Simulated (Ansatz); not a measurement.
# Os(0001) film, 5 layers, flat: channels in plane against thickness

Wanted: in-plane conductance by layer count, from Os(0001) film, 5 layers, flat.

Program: Ansatz 0.2.0. Level of theory: Ansatz plane-wave DFT, PBE, PAW files; ballistic transport by layer matching (Landauer), zero bias; PAW set soft_1. Results are calculated unless marked as measured.

### Step 1. Starting point

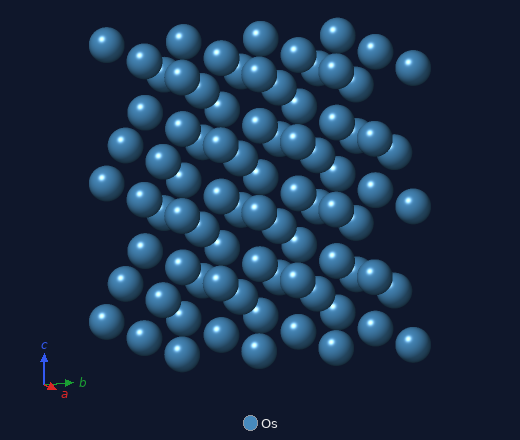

The cell as given, from the side, with the c axis up (osmium blue). 1×3×2 cells are drawn. Some periodic images of atoms are drawn too.

The cell holds 10 atoms: 10 Os. Its edges and angles: a = 19.639 Å, b = 2.734 Å, c = 4.736 Å, α = 90.0°, β = 90.0°, γ = 90.0°. It derives from Os. Vacuum lies along a. The structure's axis is c.

### Step 2. With 5 layers

Vacuum lies along the first vector, which takes one k-point, and the current runs in the film's plane. One period is a perfect wire, so its channels are the result. Energies from -0.27 to 0.27 eV in steps of 0.036 eV cover the slope of the Fermi function at 300 K, so the program can form a conductance.

File input.yaml:

```yaml
crystal:
  lattice:
    - [19.6394, 0.0, 0.0]
    - [0.0, 2.7341, 0.0]
    - [0.0, 0.0, 4.735600113]
  atoms:
    - { symbol: Os, position: [0.2291312362, 0.0, 0.0] }
    - { symbol: Os, position: [0.2291312362, 0.5, 0.5] }
    - { symbol: Os, position: [0.3391065919, 0.0, 0.3333333333] }
    - { symbol: Os, position: [0.3391065919, 0.5, 0.8333333333] }
    - { symbol: Os, position: [0.4490819475, 0.0, 0.0] }
    - { symbol: Os, position: [0.4490819475, 0.5, 0.5] }
    - { symbol: Os, position: [0.5590573032, 0.0, 0.3333333333] }
    - { symbol: Os, position: [0.5590573032, 0.5, 0.8333333333] }
    - { symbol: Os, position: [0.6690326588, 0.0, 0.0] }
    - { symbol: Os, position: [0.6690326588, 0.5, 0.5] }
kpoints:
  mp_grid: { grid: [1, 15, 9] }
hamiltonian:
  xc: pbe
  pseudopotentials: { kind: paw, azcp: { folder: soft_1 } }
scf:
  occupations: { method: fermi_dirac, width: 0.1 }
output:
  transmission:
    leads: [[0, 0]]
    kmesh: [1, 34]
    e_range: [-0.27, 0.27]
    de: 0.036
```

Run with:

```bash
$ ansatz run input.yaml --threads 4 --pin off --max-ram 8192MiB --backend cpu --events-out ev --progress --plain --runs-dir out
```

Numbers of over 12 decimals in the logs are rounded to 6 here.

Log:

```text
Engine: ansatz 0.2.0, aarch64-unknown-linux-gnu
Pseudopotentials: kind: paw
Pseudopotential: Os, paw, valence charge 16, recommended cutoff 420 eV (normal), soft_1/Os.paw.azcp
Functional definition: PBE
  parameter kappa = 0.804
  parameter beta = 0.066725
  exchange = pbe_x(kappa = kappa, mu = beta*pi^2/3)
  correlation = pbe_c(beta = beta)
Crystal: 10 atoms, lattice volume = 254.283 Å³
Basis set: ecut = 420 eV, 4959 PW (Γ)
Bands: 96, of which v1, the nominal top of the filled ones, is band 80 counted from 1 (79 counted from 0)
Symmetry: 8 space group operations
Space group: P-6m2 (ITA 187), of the structure as read, at distance tolerance 6.3e-5 Å
k-points: 40 of 135 (time reversal used)
Non-local potential: Os, projectors of the file, l = 0: 3, l = 1: 2, l = 2: 2, l = 3: 1
PAW form: soft (Blöchl's): semilocal exchange-correlation on the pseudo side does not see the compensation charge
PAW one-centre angular grid: Os, 590 points (default); XC on 64 Gauss nodes
Initial density: superposition of atomic densities (neutral atoms: chi_scale 0, normalization atom)
Initial wavefunctions: pseudopotential atomic-orbital guess
Functional: x = pbe(κ = 0.804, μ = 0.219515), c = pbe(β = 0.066725)
SCF iter   1: F=—  HF=-113856.612427 eV  |F-HF|=—  |Δ(HF+E_count)|=         —  Δρ=4.58e-2  dr2=1.17e1  ethr=3.10e-3  ⟨swp⟩=7.3  Hψ=15897  notcnv=0
preconditioner: auto → LDOS  [metal: Δε(μ)=0.008 eV  Ē_g=5.784 eV  σ=0.100 eV  W_gap=0.02  n_scr=54 (ndim 8)  ℏωp=20.8 eV  f_vac=0.378  D(μ)=8.98/eV (n_scr^D=54)  β→1.0]
SCF iter   2: F=—  HF=-113856.087984 eV  |F-HF|=—  |Δ(HF+E_count)|=   5.24e-1  Δρ=3.72e-2  dr2=6.02e0  ethr=3.10e-3  ⟨swp⟩=3.0  Hψ=9917  notcnv=0  defer=5
SCF iter   3: F=—  HF=-113854.443009 eV  |F-HF|=—  |Δ(HF+E_count)|=    1.64e0  Δρ=6.81e-3  dr2=3.99e-1  ethr=3.10e-3  ⟨swp⟩=2.5  Hψ=8010  notcnv=0  defer=5
SCF iter   4: F=—  HF=-113854.372987 eV  |F-HF|=—  |Δ(HF+E_count)|=   7.00e-2  Δρ=2.07e-3  dr2=2.31e-2  ethr=2.49e-4  ⟨swp⟩=2.8  Hψ=7302  notcnv=0  defer=7
SCF iter   5: F=—  HF=-113854.369745 eV  |F-HF|=—  |Δ(HF+E_count)|=   3.24e-3  Δρ=6.32e-4  dr2=1.43e-3  ethr=1.44e-5  ⟨swp⟩=2.4  Hψ=6114  notcnv=0  defer=7
SCF iter   6: F=—  HF=-113854.370158 eV  |F-HF|=—  |Δ(HF+E_count)|=   4.13e-4  Δρ=1.95e-4  dr2=3.78e-4  ethr=8.93e-7  ⟨swp⟩=2.6  Hψ=5977  notcnv=0  defer=7
SCF iter   7: F=—  HF=-113854.370198 eV  |F-HF|=—  |Δ(HF+E_count)|=   3.92e-5  Δρ=6.26e-5  dr2=6.87e-6  ethr=2.36e-7  ⟨swp⟩=2.6  Hψ=5003  notcnv=0  defer=7
SCF iter   8: F=—  HF=-113854.370333 eV  |F-HF|=—  |Δ(HF+E_count)|=   1.35e-4  Δρ=1.52e-5  dr2=7.29e-7  ethr=4.29e-9  ⟨swp⟩=3.0  Hψ=7714  notcnv=0  defer=7
SCF iter   9: F=—  HF=-113854.370333 eV  |F-HF|=—  |Δ(HF+E_count)|=   1.48e-7  Δρ=4.43e-6  dr2=1.49e-7  ethr=6.25e-11  ⟨swp⟩=7.2  Hψ=11344  notcnv=0
SCF iter  10: F=-113854.370333 eV  HF=-113854.370333 eV  |F-HF|=2.82e-9  |Δ(HF+E_count)|=   2.21e-9  Δρ=1.33e-6  dr2=5.52e-9  ethr=6.25e-11  ⟨swp⟩=2.2  Hψ=7254  notcnv=0
SCF 1 converged in 10 iterations: F = -113854.370333 eV  dr2 = 5.52e-9
  greatest PAW one-centre occupation: 1.000 electrons in one spin orbital (limit 2), on the Os atom at site 7 (counted from 0), in its partial waves of l = 0
transmission: 20 of 180 steps passed
transmission: 40 of 180 steps passed
[...]
transmission: 180 of 180 steps passed
SCF converged after 10 iterations
Free energy (F): -113854.370333 eV
Harris-Foulkes:  -113854.370333 eV  (|F-HF|=2.82e-9)
Internal energy: -113854.053064 eV  (E = F + TS)
E sigma→0 (E₀):  -113854.211698 eV
Entropy (-TS):   -0.317269 eV (-31.727 meV/atom)
Fermi energy:    11.965709 eV
--- Per-component energies (eV) ---
  E_band       = -2867.667683
  E_kinetic    = 4904.679553
  E_local      = -131353.457304  (includes V_loc(G=0)·N_el)
  E_nonlocal   = 1964.107636
  E_hartree    = 63282.379447
  E_xc         = -2330.562525
  E_vxc        = -2451.293666  (∫ρ·V_xc dr)
  E_paw        = -90471.121829  (= ΣΔE_a)
  E_vpaw       = -2496.477589  (= ΣTr[D̂ρ^β])
  E_aug_tail   = 0.004401  (compensation charges beyond the density's cutoff)
  E_ewald      = 40149.917556
  E_smearing   = -0.317269  (= −TS)
  E_closure    = -0.000000  (closes the sum)
  Σ components = -113854.370333   (vs F -113854.370333, Δ=0.00e0)
--- Band table (eV; the first three rows and the last of 40) ---
  k-point 0: bands = [... 76 lower, 11.2234, 11.5625, 11.9622, 11.9627, 12.2540, 12.4752, 12.7361, 12.8007, ... 12 higher]
  k-point 1: bands = [... 76 lower, 11.2166, 11.3357, 11.7953, 11.9217, 12.0119, 12.2123, 12.3747, 12.7517, ... 12 higher]
  k-point 2: bands = [... 76 lower, 10.9349, 11.1745, 11.3824, 11.4326, 11.4934, 11.8315, 12.1223, 12.5497, ... 12 higher]
  k-point 39: bands = [... 76 lower, 12.7644, 12.7743, 13.7004, 13.7489, 13.7815, 13.9206, 14.0478, 14.0732, ... 12 higher]
--- Transmission ---
  basis      : 473 plane waves across, 10 finite elements along
  points     : 18, standing for a mesh of 1 x 34
  filling    : by the input's occupations and mesh, since the crystals that have channels conduct as metals do. If one of these is a semiconductor, that mesh has misplaced its level
  energies   : 16 from -0.270000 to 0.270000 eV about the Fermi level, 0.036000 eV apart; the leads are filled to 0.000000 eV, and channels, transmission and decay are at 0.018000 eV
  crystal 0  : Os10, at the sites [0, 0], period 4.7356 Å: whole cells are its period
    offset         : up to 0.0000 Å between an atom of the period and one for which it stands
    filled         : 8.5 meV over the level at which it is neutral
    channels       : 5.941176e0 a spin
    conductance    : 8.7160e14 S/m² at 300 K; may be off by some 0.0 % by where its bands' edges are placed, 5.6 % from the k-mesh, 0.3 % from the distance to neutral
```

Run time: 24 min. Hardware: 4 threads of Arm Neoverse V1, shared host; peak memory 2.5 GiB; 83 min of CPU time.

In the SCF lines HF is the Harris–Foulkes energy and dr2 the Hartree energy of the density residual, in eV; the loop may stop once dr2 is under the threshold and the program's other checks hold. Hψ counts applications of the Hamiltonian.

Numbers from this step:

* free energy: -113854.3703 eV
* energy at zero smearing: -113854.2117 eV
* Fermi energy: 11.97 eV
* cell area: 53.70 Å²
* open channels per spin nearest the Fermi level: 6.235
* estimated errors of the lead's conductance: 0, 5.6, 0.3 % (band edges, k-mesh, distance from neutral)
* lead conductance per cell: 6.040 G₀

Per spin. Table of open channels, zone mean, lead by energy, zero at the Fermi level:

```
energy (eV)  open channels, zone mean, lead
     -0.270                            4.82
     -0.234                            4.88
     -0.198                            5.47
     -0.162                            6.29
     -0.126                            6.18
     -0.090                            6.12
     -0.054                            6.18
     -0.018                            6.24
      0.018                            5.94
      0.054                            6.12
      0.090                               6
      0.126                               6
      0.162                               6
      0.198                            6.18
      0.234                            6.12
      0.270                               6
```

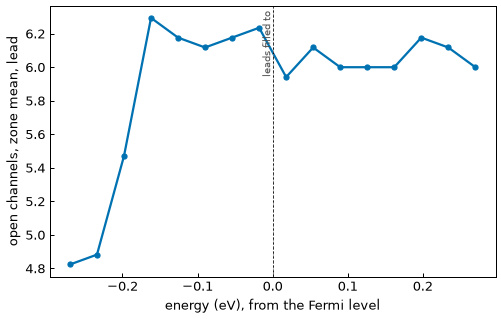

Open channels, zone mean, lead against energy.

The program's largest error estimate for it is 5.6 %, from the k-mesh.

### Step 3. With 6 layers, thickness 12.959 A

The film grows to 6 layers.

System of this step: Os(0001) film, 6 layers, flat. The cell holds 12 atoms: 12 Os. Cell: a = 21.799 Å, b = 2.734 Å, c = 4.736 Å, α = 90.0°, β = 90.0°, γ = 90.0°. It derives from Os. Vacuum lies along a. The structure's axis is c.

input.yaml, the sections that differ from step 2:

```yaml
crystal:
  lattice:
    - [21.79925, 0.0, 0.0]
    - [0.0, 2.7341, 0.0]
    - [0.0, 0.0, 4.735600113]
  atoms:
    - { symbol: Os, position: [0.2064291203, 0.0, 0.0] }
    - { symbol: Os, position: [0.2064291203, 0.5, 0.5] }
    - { symbol: Os, position: [0.305508217, 0.0, 0.3333333333] }
    - { symbol: Os, position: [0.305508217, 0.5, 0.8333333333] }
    - { symbol: Os, position: [0.4045873138, 0.0, 0.0] }
    - { symbol: Os, position: [0.4045873138, 0.5, 0.5] }
    - { symbol: Os, position: [0.5036664105, 0.0, 0.3333333333] }
    - { symbol: Os, position: [0.5036664105, 0.5, 0.8333333333] }
    - { symbol: Os, position: [0.6027455073, 0.0, 0.0] }
    - { symbol: Os, position: [0.6027455073, 0.5, 0.5] }
    - { symbol: Os, position: [0.7018246041, 0.0, 0.3333333333] }
    - { symbol: Os, position: [0.7018246041, 0.5, 0.8333333333] }
# kpoints, hamiltonian, scf, output: as in step 2
```

Log:

```text
[...]
Crystal: 12 atoms, lattice volume = 282.248 Å³
Basis set: ecut = 420 eV, 5515 PW (Γ)
Bands: 116, of which v1, the nominal top of the filled ones, is band 96 counted from 1 (95 counted from 0)
[... 1 set-up line as in the run before ...]
[...]
k-points: 40 of 135
[...]
k-point 39: bands = [... 92 lower, 14.5100, 14.5101, 14.9748, 15.0651, 15.1651, 15.3295, 15.3599, 15.5082, ... 16 higher]
--- Transmission ---
  basis      : 525 plane waves across, 10 finite elements along
  points     : 18, standing for a mesh of 1 x 34
[...]
crystal 0  : Os12, at the sites [0, 0], period 4.7356 Å: whole cells are its period
[...]
filled         : 0.3 meV over the level at which it is neutral
    channels       : 6.000000e0 a spin
[...]
[key lines of the parts left out:]
SCF converged after 10 iterations
Free energy (F): -136626.281157 eV
Fermi energy:    13.358453 eV
```

Run time: 32 min. Hardware: 4 threads; peak memory 3 GiB.

This step gave:

- free energy: -136626.2812 eV
- energy at zero smearing: -136626.1269 eV
- Fermi energy: 13.36 eV
- cell area: 59.60 Å²
- open channels per spin nearest the Fermi level: 6.059
- estimated errors of the lead's conductance: 0, 6.5, 0 % (band edges, k-mesh, distance from neutral)
- lead conductance per cell: 6.037 G₀

Per spin. The open channels, zone mean, lead by energy, zero at the Fermi level:

```csv
energy (eV),"open channels, zone mean, lead"
-0.270,6
-0.234,6.15
-0.198,6.38
-0.162,6.56
-0.126,6.06
-0.090,5.82
-0.054,6
-0.018,6.06
0.018,6
0.054,6.06
0.090,6.24
0.126,6.24
0.162,6.41
0.198,6.88
0.234,6.59
0.270,6.56
```

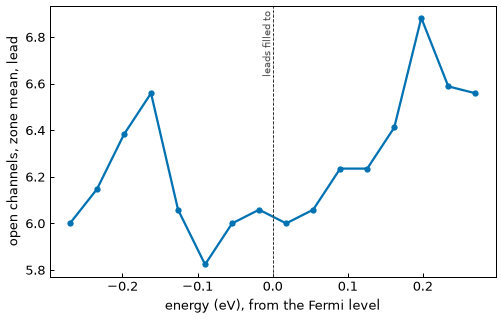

Open channels, zone mean, lead against energy.

The lead conductance per cell is 6.04 G₀, 0.064 % under the 6.04 G₀ of the last finished run, within the error estimates, leads' steps apart, of 5.6 and 6.5 %.

### Step 4. With 7 layers, thickness 15.119 A

The film grows to 7 layers.

System of this step: Os(0001) film, 7 layers, flat. The cell holds 14 atoms: 14 Os. Cell: a = 23.959 Å, b = 2.734 Å, c = 4.736 Å, α = 90.0°, β = 90.0°, γ = 90.0°. It derives from Os. Vacuum lies along a. The structure's axis is c.

input.yaml, the sections that differ from step 3:

```yaml
crystal:
  lattice:
    - [23.9591, 0.0, 0.0]
    - [0.0, 2.7341, 0.0]
    - [0.0, 0.0, 4.735600113]
  atoms:
    - { symbol: Os, position: [0.1878200767, 0.0, 0.0] }
    - { symbol: Os, position: [0.1878200767, 0.5, 0.5] }
    - { symbol: Os, position: [0.2779674529, 0.0, 0.3333333333] }
    - { symbol: Os, position: [0.2779674529, 0.5, 0.8333333333] }
    - { symbol: Os, position: [0.368114829, 0.0, 0.0] }
    - { symbol: Os, position: [0.368114829, 0.5, 0.5] }
    - { symbol: Os, position: [0.4582622052, 0.0, 0.3333333333] }
    - { symbol: Os, position: [0.4582622052, 0.5, 0.8333333333] }
    - { symbol: Os, position: [0.5484095813, 0.0, 0.0] }
    - { symbol: Os, position: [0.5484095813, 0.5, 0.5] }
    - { symbol: Os, position: [0.6385569575, 0.0, 0.3333333333] }
    - { symbol: Os, position: [0.6385569575, 0.5, 0.8333333333] }
    - { symbol: Os, position: [0.7287043336, 0.0, 0.0] }
    - { symbol: Os, position: [0.7287043336, 0.5, 0.5] }
# kpoints, hamiltonian, scf, output: as in step 3
```

Log:

```text
[...]
Crystal: 14 atoms, lattice volume = 310.213 Å³
Basis set: ecut = 420 eV, 6039 PW (Γ)
Bands: 135, of which v1, the nominal top of the filled ones, is band 112 counted from 1 (111 counted from 0)
[... 1 set-up line as in the run before ...]
[...]
k-points: 40 of 135 (time reversal used)
[...]
k-point 39: bands = [... 108 lower, 15.8908, 15.8989, 16.1629, 16.1649, 16.2724, 16.4698, 16.4851, 16.6562, ... 19 higher]
--- Transmission ---
  basis      : 581 plane waves across, 10 finite elements along
  points     : 18, standing for a mesh of 1 x 34
[...]
crystal 0  : Os14, at the sites [0, 0], period 4.7356 Å: whole cells are its period
[...]
filled         : 17.3 meV under the level at which it is neutral
    channels       : 6.970588e0 a spin
[...]
[key lines of the parts left out:]
SCF converged after 10 iterations
Free energy (F): -159398.129940 eV
Fermi energy:    14.497109 eV
```

Elapsed: 44 min, on 4 threads; peak memory 3.7 GiB.

Numbers from this step:

* free energy: -159398.1299 eV
* energy at zero smearing: -159397.9517 eV
* Fermi energy: 14.50 eV
* cell area: 65.51 Å²
* open channels per spin nearest the Fermi level: 7.088
* estimated errors of the lead's conductance: 0, 4.7, 0.9 % (band edges, k-mesh, distance from neutral)
* lead conductance per cell: 7.125 G₀

Per spin. The open channels, zone mean, lead by energy, zero at the Fermi level:

```
energy (eV)  open channels, zone mean, lead
     -0.270                            7.18
     -0.234                            7.18
     -0.198                            7.12
     -0.162                               7
     -0.126                            6.97
     -0.090                            7.09
     -0.054                            7.09
     -0.018                            7.09
      0.018                            6.97
      0.054                            7.44
      0.090                            7.74
      0.126                            7.68
      0.162                            7.62
      0.198                            7.56
      0.234                            7.44
      0.270                            7.24
```

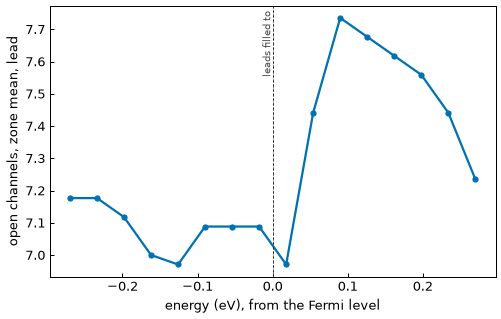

Open channels, zone mean, lead against energy.

The lead conductance per cell is 7.12 G₀, 18 % over the 6.04 G₀ of the last finished run.

### Step 5. Cost and result by level

Times are for 4 threads of Arm Neoverse V1, shared host. The series side by side:

| no. | layers | lead conductance per cell (G₀) | time | memory (GiB) |
| --- | --- | --- | --- | --- |
| 1 | 5 | 6.040 | 24 min | 2.5 |
| 2 | 6 | 6.037 | 32 min | 3.0 |
| 3 | 7 | 7.125 | 44 min | 3.7 |

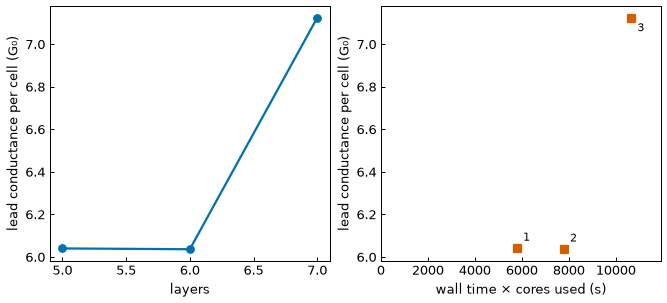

The series as plots; the last panel sets the first result against cost, with the runs numbered as in the table.

The runs together. Table of open channels, zone mean by energy, zero at the Fermi level:

```
energy (eV)     5     6     7
     -0.270  4.82     6  7.18
     -0.234  4.88  6.15  7.18
     -0.198  5.47  6.38  7.12
     -0.162  6.29  6.56     7
     -0.126  6.18  6.06  6.97
     -0.090  6.12  5.82  7.09
     -0.054  6.18     6  7.09
     -0.018  6.24  6.06  7.09
      0.018  5.94     6  6.97
      0.054  6.12  6.06  7.44
      0.090     6  6.24  7.74
      0.126     6  6.24  7.68
      0.162     6  6.41  7.62
      0.198  6.18  6.88  7.56
      0.234  6.12  6.59  7.44
      0.270     6  6.56  7.24
```

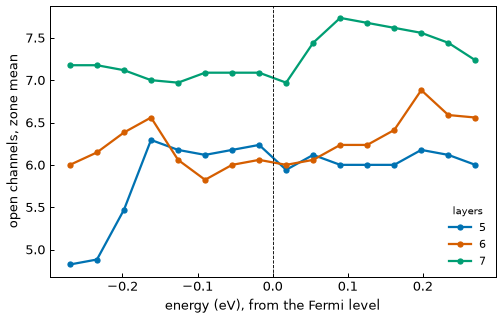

Open channels, zone mean against energy.

### Step 6. Summary of results

- conductance per cell, 5 layers: 6.04 G₀
- conductance per cell, 6 layers: 6.04 G₀
- conductance per cell, 7 layers: 7.12 G₀

What this shows: The conductance per cell width goes from 6.04 G0 at 5 to 7.12 G0 at 7 layers. Over the film's own cross-section (layers × spacing × width) the conductance runs from 1.6 to 1.3×10¹⁵ S/m²; that nominal section leaves out the charge that spills into the vacuum, which flatters the thinnest films. The gains from one thickness to the next are -0.0039 and 1.1 G0 per added layer; they differ by more than the error estimates allow, as expected where subbands cross the Fermi level in steps. The film repeats perfectly along the current, so nothing scatters; its faces are clean and not relaxed. Spin-orbit coupling is left out, which matters for Os.

[Logs are printed without paths, hosts, clocks, repeated set-up lines and the standing remarks that a program may print on its own settings, such as how far it seeks lower states.]

[Hosts, paths, dates, database ids (printed as entryN), source tags and the programs' standing remarks are cut or masked in the printed files.]
